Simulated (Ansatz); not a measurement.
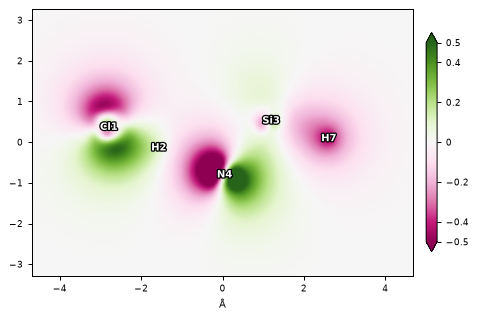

Figure. HCl···H5NSi. One frontier orbital on the plane of atoms N4, Si3 and H7 (values in Å⁻³ᐟ²; the overall sign is arbitrary).

Geometry: PBE0-D4/def2-TZVP.

Method: Ansatz 0.2.0, RKS PBE0-D4/def2-TZVPPD.

```xyz
9

Cl    1.1523    0.1033   -2.7527
H     0.3820   -0.1219   -1.6862
Si    0.1550    0.3124    1.1066
N    -0.6216   -0.4138   -0.2859
H     1.4832   -0.3287    1.2433
H     0.2788    1.7612    0.8245
H    -0.6062    0.1273    2.3724
H    -1.5141   -0.0178   -0.5526
H    -0.7094   -1.4220   -0.2693
```

> Which orbital is it: HOMO or LUMO?

The HOMO, at −8.39 eV. Its weight (Hirshfeld) is mainly on N4 (about 35 %), Cl1 (about 35 %), Si3 (about 10 %) and H7 (about 10 %); largely a combination of lone pairs on N4 and Cl1.
